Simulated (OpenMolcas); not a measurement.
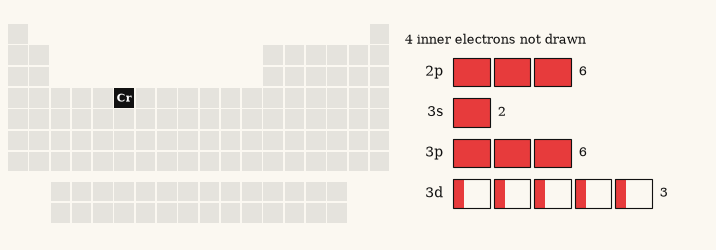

**Figure 1.** Left, the place of chromium in the periodic table; right, the outer shells of the leading configuration of the lowest level: a box for each of the 2l + 1 orbitals, shaded by the share of the shell that is filled, with the electron count at the right.

Multiconfigurational calculation for Cr³⁺ complex

- system: Cr³⁺ with 6 ligands (O; octahedron, 1.899 Å), embedded in MgO by model potentials and point charges, whose field is part of the energies.
- method: state-averaged SS-CASPT2, IPEA shift 0.25, imaginary shift 0.1 hartree, closed shells 3s 3p of the metal and the valence shells of the ligands correlated, active space 3 electrons in the shell 3d, basis ANO-RCC-VDZP on the metal and ANO-RCC-VDZP on the ligands, DKH2 scalar Hamiltonian, spin-orbit coupling by RASSI with atomic mean-field integrals (OpenMolcas)

## Input file
```
&GATEWAY
Basis set
Cr.ANO-RCC-VDZP.
Cr1 0.0 0.0 0.0 Angstrom
End of basis
Basis set
O.ANO-RCC-VDZP.
L1 1.899000 0.000000 0.000000 Angstrom
L2 0.000000 1.899000 0.000000 Angstrom
L3 0.000000 0.000000 1.899000 Angstrom
End of basis
Basis set
Mg.EMB-AIMP.Pascual.10s4p.1s1p.ECP.MgO.
PseudoCharge
* 3 symmetry-unique lattice sites within 7.6 angstrom
End of basis
Basis set
Mg.EMB-AIMP.Pascual.0s.0s.ECP.MgO.
PseudoCharge
* 40 symmetry-unique lattice sites within 7.6 angstrom
End of basis
Basis set
O.EMB-AIMP.Pascual.0s.0s.ECP.MgO.
PseudoCharge
* 55 symmetry-unique lattice sites within 7.6 angstrom
End of basis
Symmetry
XYZ
AngMom=0.0 0.0 0.0
AMFI
RICD
XField
997 Angstrom 0
* Evjen-weighted lattice charges
&SEWARD
&RASSCF
FileOrb=start.orb
Symmetry=1
Spin=4
nActEl=3 0 0
Inactive=18 21
Ras2=5 0
CIRoot=10 10 1
SDav=10
CIMx=300
Iter=150 100
PrWF=0.3
OrbListing=Nothing
MaxOrb=0
LevShft=1.0
>>> COPY $Project.JobIph JOB001
&RASSCF
FileOrb=start.orb
Symmetry=1
Spin=2
nActEl=3 0 0
Inactive=18 21
Ras2=5 0
CIRoot=40 40 1
SDav=40
CIMx=300
Iter=150 100
PrWF=0.3
OrbListing=Nothing
MaxOrb=0
LevShft=1.0
>>> COPY $Project.JobIph JOB002
&RASSI
NrOfJobIphs=2 10 40
1 2 3 4 5 6 7 8 9 10
1 2 3 4 5 6 7 8 9 10 11 12 13 14 15 16 17 18 19 20 21 22 23 24 25 26 27
28 29 30 31 32 33 34 35 36 37 38 39 40
IphNames
JOB001
JOB002
EJob
SpinOrbit
DIPRint=1.0
SOCoupling=1000.0
Subsets=2
Property=9
'ANGMOM' 1 'ANGMOM' 2 'ANGMOM' 3 'MLTPL  1' 1 'MLTPL  1' 2 'MLTPL  1' 3
'AMFI' 1 'AMFI' 2 'AMFI' 3
SOProperty=3
'ANGMOM' 1 'ANGMOM' 2 'ANGMOM' 3
>>> COPY JOB001 $Project.JobIph
&CASPT2
Multistate=10 1 2 3 4 5 6 7 8 9 10
NoMult
Frozen=5 6
IPEA=0.25
Imaginary=0.1
MaxIter=60
WThr=0.0 0.3 0.05
PrWF=0.5
NoMix
>>> COPY JOB002 $Project.JobIph
&CASPT2
Multistate=40 1 2 3 4 5 6 7 8 9 10 11 12 13 14 15 16 17 18 19 20 21 22
23 24 25 26 27 28 29 30 31 32 33 34 35 36 37 38 39 40
NoMult
Frozen=5 6
IPEA=0.25
Imaginary=0.1
MaxIter=60
WThr=0.0 0.3 0.05
PrWF=0.5
NoMix
```

The file start.orb holds starting orbitals from an earlier step. A driver script formed the levels outside the program, from RASSI's spin-orbit matrix and the CASPT2 energies (for multi-state variants, the effective Hamiltonian), averaged over the components of each term or state. The log and the time are those of the CASPT2 step.

Run as:
```bash
OMP_NUM_THREADS=1 MOLCAS_MEM=2457 MOLCAS_PROJECT=a pymolcas a.inp > a.log  # once for each step of the input, in one work folder
```

## Log (extracts)
```
--- CASPT2 ---
Orbital specifications:
      -----------------------

      Symmetry species                           1   2
                                                ag  au
      Frozen orbitals                            5   6
      Inactive orbitals                         13  15
      Active orbitals                            5   0
      Secondary orbitals                        46  52
      Deleted orbitals                           0   0
      Number of basis functions                 69  73
Type of calculation                        SS-CASPT2
      Fock operator                              state-specific
      IPEA shift                                 0.25
      Real shift                                 0.00
      Imaginary shift                            0.10
      The input orbitals will be transformed to quasi-canonical
Reference energy:       -1508.9198072062
      E2 (Non-variational):      -1.5703628792
      Shift correction:          -0.0012220555
      E2 (Variational):          -1.5715849346
      Total energy:           -1510.4913921408
      Residual norm:              0.0000002102
      Reference weight:           0.71322
      Contributions to the CASPT2 correlation energy
      Active & Virtual Only:         -0.0184304852
      One Inactive Excited:          -0.1781883458
      Two Inactive Excited:          -1.3737440482
Reference energy:       -1508.8264218679
      E2 (Non-variational):      -1.5608940185
      Shift correction:          -0.0012077784
      E2 (Variational):          -1.5621017969
      Total energy:           -1510.3885236649
      Residual norm:              0.0000003719
      Reference weight:           0.71478
      Contributions to the CASPT2 correlation energy
      Active & Virtual Only:         -0.0171672587
      One Inactive Excited:          -0.1787322945
      Two Inactive Excited:          -1.3649944653
::    CASPT2 Root  1     Total energy:  -1510.49139214
::    CASPT2 Root  2     Total energy:  -1510.38852366
::    CASPT2 Root  3     Total energy:  -1510.38851639
::    CASPT2 Root  4     Total energy:  -1510.38854218
::    CASPT2 Root  5     Total energy:  -1510.35455155
::    CASPT2 Root  6     Total energy:  -1510.35455030
::    CASPT2 Root  7     Total energy:  -1510.35455383
::    CASPT2 Root  8     Total energy:  -1510.27400348
::    CASPT2 Root  9     Total energy:  -1510.27401029
::    CASPT2 Root 10     Total energy:  -1510.27392337
--- CASPT2 ---
Orbital specifications:
      -----------------------

      Symmetry species                           1   2
                                                ag  au
      Frozen orbitals                            5   6
      Inactive orbitals                         13  15
      Active orbitals                            5   0
      Secondary orbitals                        46  52
      Deleted orbitals                           0   0
      Number of basis functions                 69  73
Type of calculation                        SS-CASPT2
      Fock operator                              state-specific
      IPEA shift                                 0.25
      Real shift                                 0.00
      Imaginary shift                            0.10
      The input orbitals will be transformed to quasi-canonical
Reference energy:       -1508.8360917274
      E2 (Non-variational):      -1.5912899522
      Shift correction:          -0.0012571280
      E2 (Variational):          -1.5925470802
      Total energy:           -1510.4286388077
      Residual norm:              0.0000001232
      Reference weight:           0.70937
      Contributions to the CASPT2 correlation energy
      Active & Virtual Only:         -0.0232259327
      One Inactive Excited:          -0.1856315218
      Two Inactive Excited:          -1.3824324978
Reference energy:       -1508.8360917274
      E2 (Non-variational):      -1.5917369621
      Shift correction:          -0.0012578725
      E2 (Variational):          -1.5929948346
      Total energy:           -1510.4290865619
      Residual norm:              0.0000001330
      Reference weight:           0.70927
      Contributions to the CASPT2 correlation energy
      Active & Virtual Only:         -0.0232257417
      One Inactive Excited:          -0.1860770546
      Two Inactive Excited:          -1.3824341657
::    CASPT2 Root  1     Total energy:  -1510.42863881
::    CASPT2 Root  2     Total energy:  -1510.42908656
::    CASPT2 Root  3     Total energy:  -1510.42521864
::    CASPT2 Root  4     Total energy:  -1510.42536973
::    CASPT2 Root  5     Total energy:  -1510.42535914
::    CASPT2 Root  6     Total energy:  -1510.39415497
::    CASPT2 Root  7     Total energy:  -1510.39412524
::    CASPT2 Root  8     Total energy:  -1510.39418582
::    CASPT2 Root  9     Total energy:  -1510.34451740
::    CASPT2 Root 10     Total energy:  -1510.32636075
::    CASPT2 Root 11     Total energy:  -1510.32804929
::    CASPT2 Root 12     Total energy:  -1510.32795032
::    CASPT2 Root 13     Total energy:  -1510.32378422
::    CASPT2 Root 14     Total energy:  -1510.32412419
::    CASPT2 Root 15     Total energy:  -1510.32381772
::    CASPT2 Root 16     Total energy:  -1510.32151388
::    CASPT2 Root 17     Total energy:  -1510.32233166
::    CASPT2 Root 18     Total energy:  -1510.30006814
::    CASPT2 Root 19     Total energy:  -1510.30014321
::    CASPT2 Root 20     Total energy:  -1510.30013966
::    CASPT2 Root 21     Total energy:  -1510.27627235
::    CASPT2 Root 22     Total energy:  -1510.27640955
::    CASPT2 Root 23     Total energy:  -1510.27627733
::    CASPT2 Root 24     Total energy:  -1510.27214621
::    CASPT2 Root 25     Total energy:  -1510.22080652
::    CASPT2 Root 26     Total energy:  -1510.22132767
::    CASPT2 Root 27     Total energy:  -1510.22098944
::    CASPT2 Root 28     Total energy:  -1510.21445864
::    CASPT2 Root 29     Total energy:  -1510.21497449
::    CASPT2 Root 30     Total energy:  -1510.21491371
```

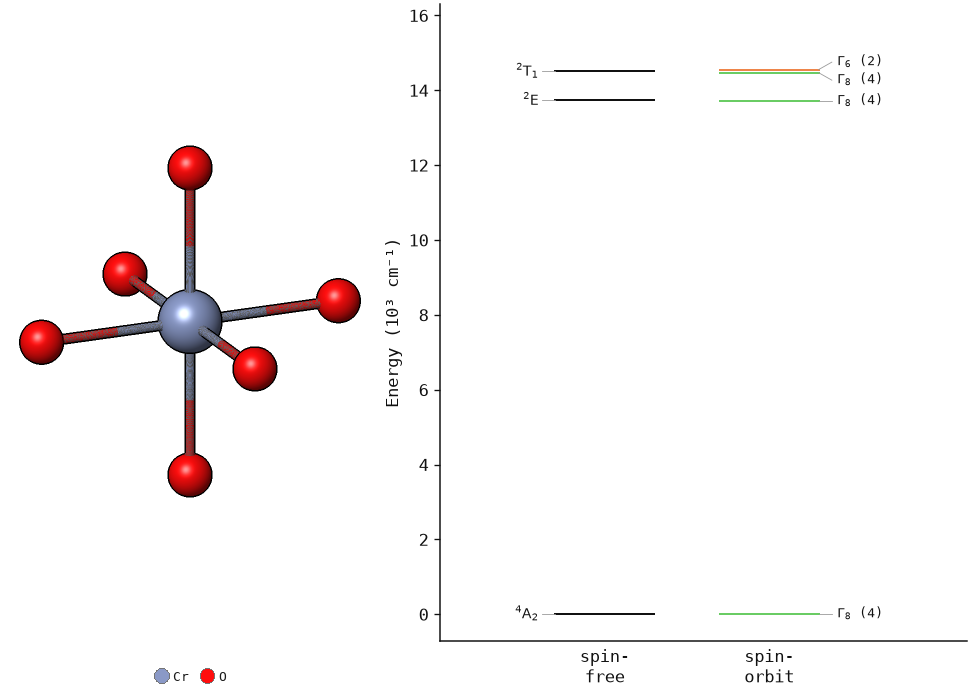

**Figure 2.** Cr³⁺ (3d³) as a dopant in MgO, a cluster with its 6 nearest O²⁻ at 1.899 Å (octahedron) embedded in model potentials and point charges; the geometry was set, not optimised, and its levels. Labels give the representation in O, Td, D4 or D3 as the site allows (double group for half-integer spin) where it could be assigned and, in brackets, the degeneracy; spin-free states, where drawn, share the zero of the spin-orbit levels. The ground level is Γ₈, 4-fold degenerate, 100 % from states of spin multiplicity 4. The next level lies at 13,700 cm⁻¹ (Γ₈). The lowest spin-free state is ⁴A₂.

## Results in brief

- outcome: converged; degenerate states are split by up to 412 cm⁻¹
- energy of the lowest spin-free term: −1510.49139 hartree
- energy of the lowest spin-orbit level: −1510.49144 hartree
- CASPT2 correlation energy: −1.5716 hartree
- largest spread among components of a term: 412.3 cm⁻¹
- lowest reference weight: 0.705
- hardware: 1 thread of Arm Neoverse V1, 24 GiB of memory available, shared host
- wall time: 2.6 min
- peak memory: 0.18 GiB

## Notes

The components of ²T2, which symmetry makes degenerate, are split by 412 cm⁻¹ in CASPT2, and those of 6 more by over 50 cm⁻¹. This is an artefact; the levels of such states rest on averages and are uncertain by about as much. To bear in mind: the geometry is set by hand, with no relaxation.
